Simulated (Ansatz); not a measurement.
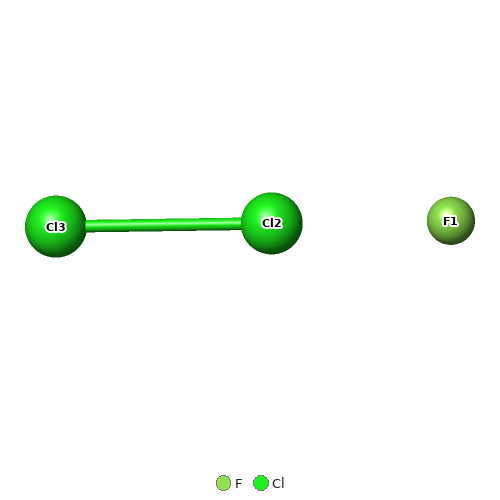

The system is the pair F···Cl₂, charge −1; the picture shows the reference structure. The turn is about an axis along (−0.48, −0.87, −0.05) in the frame of the relaxed pair, normal to the line between the partners. First axis: distance Cl2···F1. Second axis: turn of F1 about Cl2. The scan uses an 11 × 11 grid; 91 points were computed and 30 follow by symmetry. Points are written as (first, second). Energies are in kJ/mol, from the ion and the molecule far apart, frozen as in the relaxed pair, each in its own basis (no counterpoise correction). The restricted reference is unstable at some or all points, so the energies there are unreliable. All numbers below come from RHF-MP2, frozen core/def2-TZVPD in Ansatz 0.2.0.

Its coordinates:

```xyz
3

F    -0.5324    0.3989   -1.8959
Cl   -0.0337    0.0253   -0.1203
Cl    0.5661   -0.4242    2.0162
```

Range: distance Cl2···F1 from 1.581 to 4.181 Å; turn of F1 about Cl2 from −60 to 60°.

Question: Predict the map.

Answer: The lowest grid point is at (1.854 Å, 0°), −211 kJ/mol from the ion and the molecule far apart, frozen as in the relaxed pair, each in its own basis (no counterpoise correction). It is the only kind of minimum in the scanned range. The highest grid point, (1.581 Å, −60°), lies 283 kJ/mol above the lowest. Round the minimum the two coordinates are nearly uncoupled.

```csv
"turn of F1 about Cl2 ↓, distance Cl2···F1 →",1.581,1.684,1.854,2.063,2.302,2.566,2.852,3.159,3.483,3.824,4.181
60,72,29,−19,−43,−44,−39,−32,−24,−18,−13,−9
48,9,−40,−82,−94,−83,−64,−47,−34,−24,−17,−13
36,−52,−100,−136,−138,−116,−87,−62,−44,−31,−22,−16
24,−100,−147,−177,−171,−141,−105,−75,−52,−37,−26,−19
12,−131,−176,−202,−192,−157,−117,−83,−58,−41,−29,−21
0,−141,−186,−211,−199,−163,−121,−86,−60,−42,−30,−22
−12,−131,−176,−202,−192,−157,−117,−83,−58,−41,−29,−21
−24,−100,−147,−177,−171,−141,−105,−75,−52,−37,−26,−19
−36,−52,−100,−136,−138,−116,−87,−62,−44,−31,−22,−16
−48,9,−40,−82,−94,−83,−64,−47,−34,−24,−17,−13
−60,72,29,−19,−43,−44,−39,−32,−24,−18,−13,−9
```

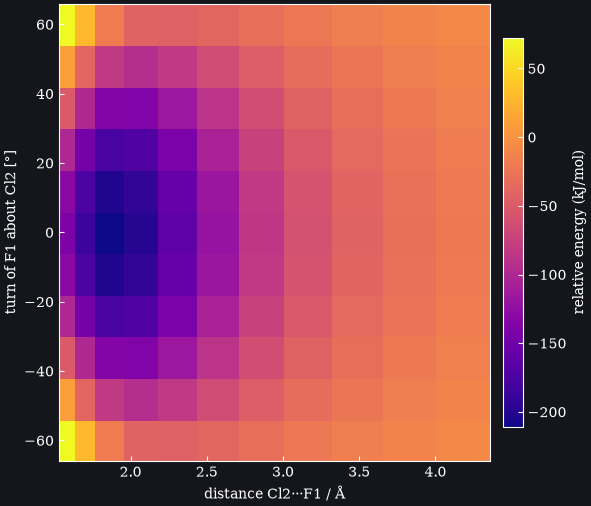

The picture shows one coloured cell a grid point.

Time for the 91 points that were run: 7.1 min on 1 thread of Arm Neoverse V2, with other jobs on the host.
